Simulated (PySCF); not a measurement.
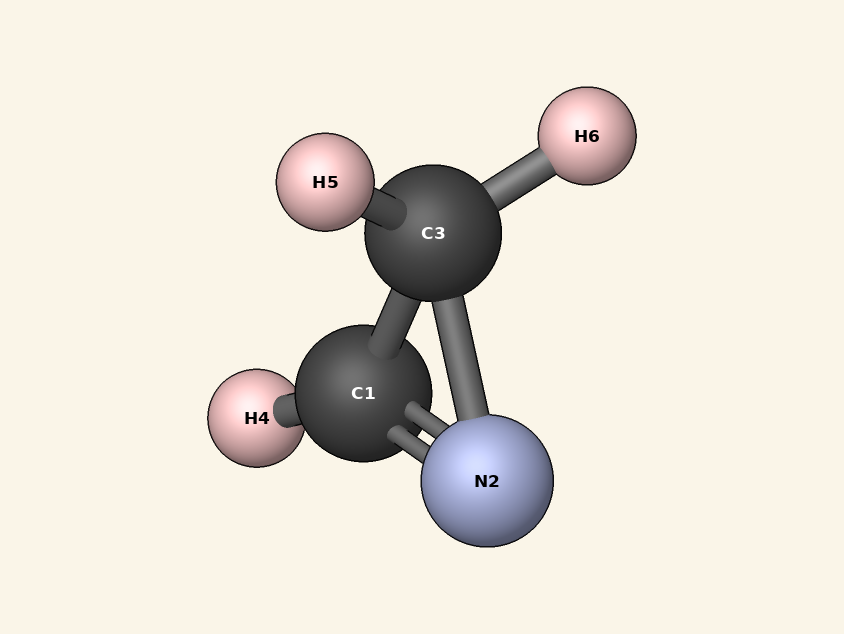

The questions are on isotropic NMR shieldings of the H atoms. Geometry: a frame of a GFN2-xTB molecular-dynamics simulation, not a minimum. Properties computed with GIAO PBE0/pcSseg-1 NMR shielding, non-relativistic, gas phase (PySCF 2.14.0).

Give the isotropic NMR shieldings of the H atoms atom by atom.

```tsv
atom	σ (ppm)
H4	22.09
H5	29.97
H6	29.30
```
